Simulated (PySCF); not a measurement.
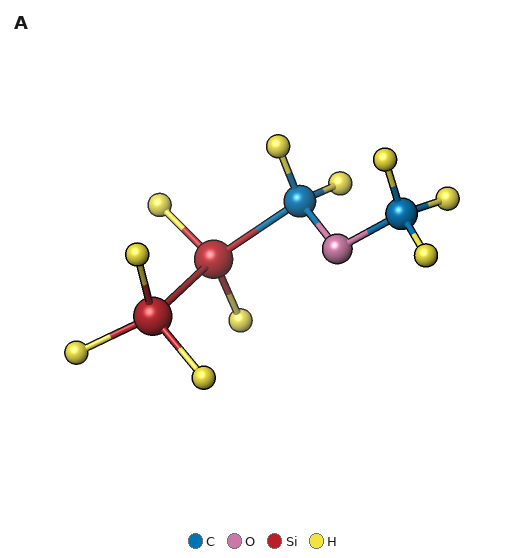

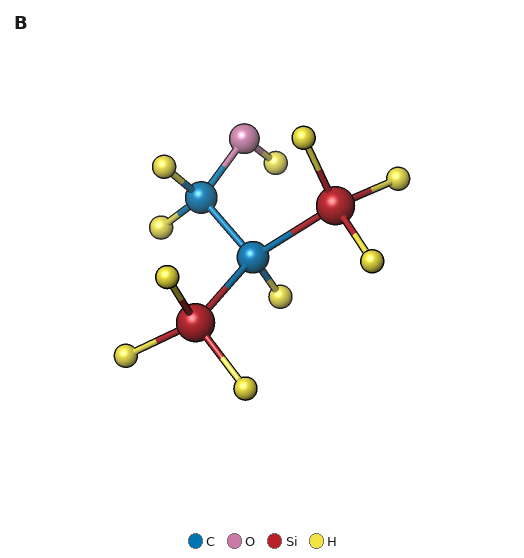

2 stationary structures of one formula. Geometries: PBE0-D3(BJ)/def2-SVP. Electronic energies: PBE0-D3(BJ)/def2-SVP (PySCF 2.14.0), without zero-point energy. No frequency run is at hand to confirm each as a minimum. Each is one conformer, not always the lowest.

> Are they conformers, stereoisomers or constitutional isomers?

They are constitutional isomers of C2H10OSi2: A `COC[SiH2][SiH3]`, B `OCC([SiH3])[SiH3]`.

> Rank them by energy, lowest first.

B is lowest; A lies 10.2 kcal/mol above it.
